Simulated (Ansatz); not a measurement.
# FH₅O₂Si₂ (SMILES O[SiH2][SiH](O)F): what the fields show

Input

```
crystal:
  periodic: [false, false, false]
  atoms:
    - {symbol: O, position_ang: [-1.518432, 0.514119, -0.738151]}
    - {symbol: Si, position_ang: [-0.930773, -0.209932, 0.639070]}
    - {symbol: Si, position_ang: [1.370069, -0.175319, 0.155021]}
    - {symbol: O, position_ang: [1.476225, 0.043802, -1.461825]}
    - {symbol: F, position_ang: [2.047571, 1.043341, 0.943211]}
    - {symbol: H, position_ang: [-2.461243, 0.668945, -0.811077]}
    - {symbol: H, position_ang: [-1.472472, -1.591403, 0.792945]}
    - {symbol: H, position_ang: [-1.315771, 0.554204, 1.858987]}
    - {symbol: H, position_ang: [2.167176, -1.374834, 0.495428]}
    - {symbol: H, position_ang: [0.720650, 0.475978, -1.870709]}
basis:
  gaussian: {orbitals: def2-TZVPP}
hamiltonian: {xc: pbe0, dispersion: d4}
output: {orbitals: {seedname: orbitals}}
```

Command:

```sh
ansatz run in.yaml --threads 2 --pin off --events-out ev --progress --plain --max-ram 32768MiB --backend cpu
```

Geometry: PBE0-D4/def2-TZVP.

The calculation used RKS PBE0-D4/def2-TZVPP (Ansatz).

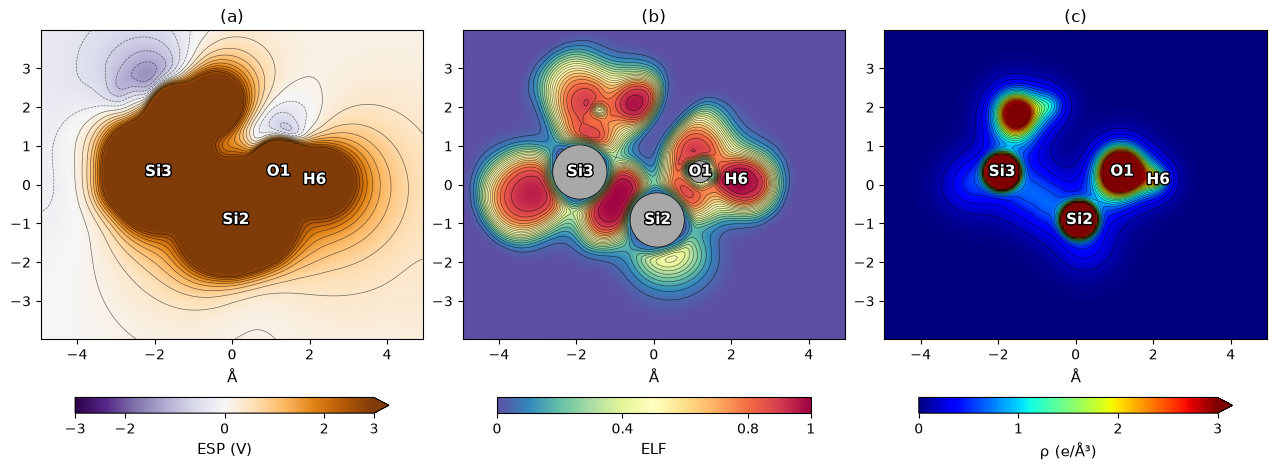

Figure 1. (a) molecular electrostatic potential; (b) ELF; (c) electron density on the plane of atoms Si2, O1 and H6. Grey discs cover the atomic cores in the ELF map.

What does the map show?

Atoms in the plane: O, Si and H.
Si–O (1.66 Å): the density is about 1.1 e/Å³ at the midpoint; the ELF peaks at about 0.85 between the atoms, as expected for a shared but strongly polarised pair.
Si–Si (2.35 Å): ρ at the midpoint is about 0.67 e/Å³; the ELF peaks at about 1 between the atoms; localised, covalent bonding.
O–H (0.96 Å): ρ at the midpoint is about 3.8 e/Å³; the ELF climbs to about 1 towards the hydrogen, as it does in any bond to H; an ordinary covalent bond to hydrogen.
The ELF also peaks beside O1 and O4, away from the bonds: lone-pair regions.
Outside the dense part of the molecule the potential is most negative (−1.5 V) near O4, which lies off the plane.

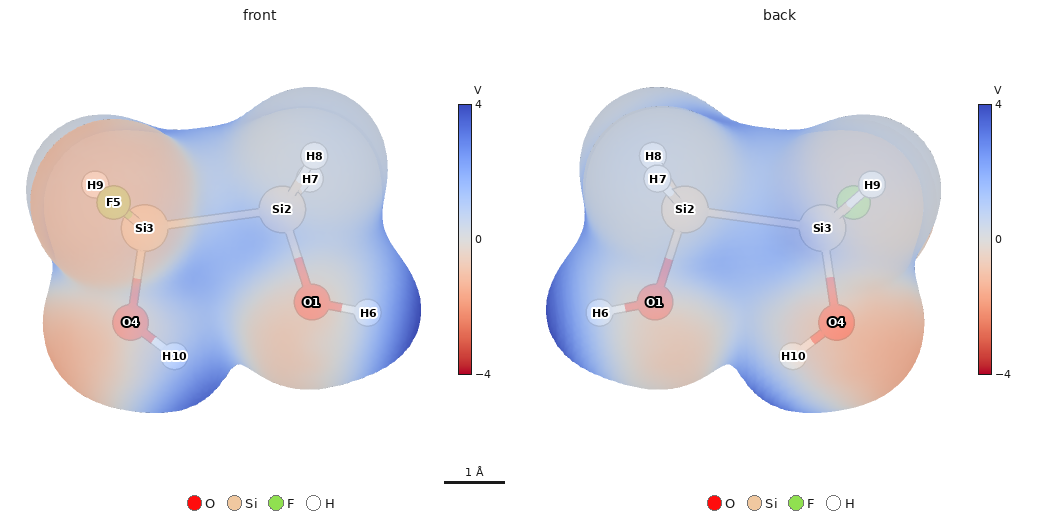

Figure 2. The molecular electrostatic potential painted on the density surface at 0.004 e/bohr³, seen from the front and from behind; the colour scale runs from red (negative) to blue (positive).

Which sites attract a positive test charge, and which a negative one?

A positive charge is drawn to the negative regions and a negative charge to the positive ones. The most negative region (about −1.4 V, or −32 kcal/mol for a unit charge) lies over O4, the most positive (about +3.8 V, or +88 kcal/mol for a unit charge) over H6. O4 is the likeliest acceptor of a hydrogen bond.

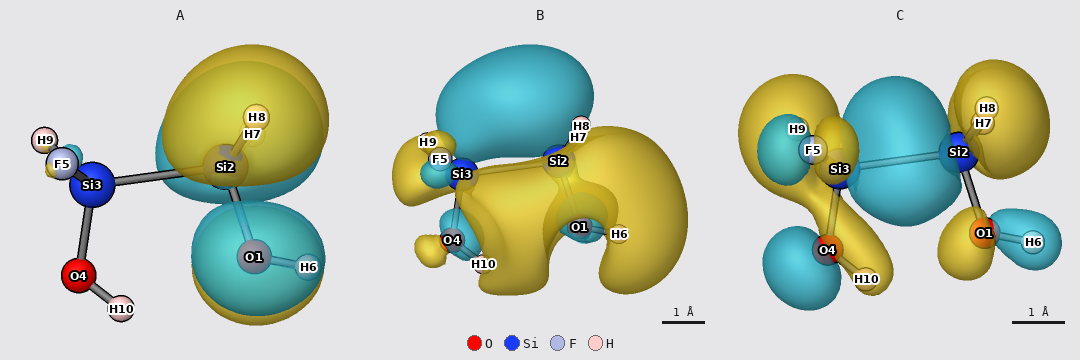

Figure 3. Three frontier orbitals at ±0.06 Å⁻³ᐟ² (yellow and cyan are the two phases), in no order.

Which picture is the HOMO−1, the HOMO and the LUMO?

A is the HOMO−1 (−9.03 eV). It lies mainly on O1 (about 35 %), Si2 (about 25 %), H8 (about 20 %) and H7 (about 15 %). C is the HOMO (−8.06 eV). By Hirshfeld shares it lies mainly on Si2 (about 30 %), Si3 (about 30 %), O4 (about 10 %) and H9 (about 10 %). B is the LUMO (−0.82 eV). By Hirshfeld shares it lies mainly on Si2 (about 40 %), Si3 (about 20 %), H6 (about 10 %) and O1 (about 10 %).

What is the HOMO–LUMO gap?

7.24 eV between the orbital energies.
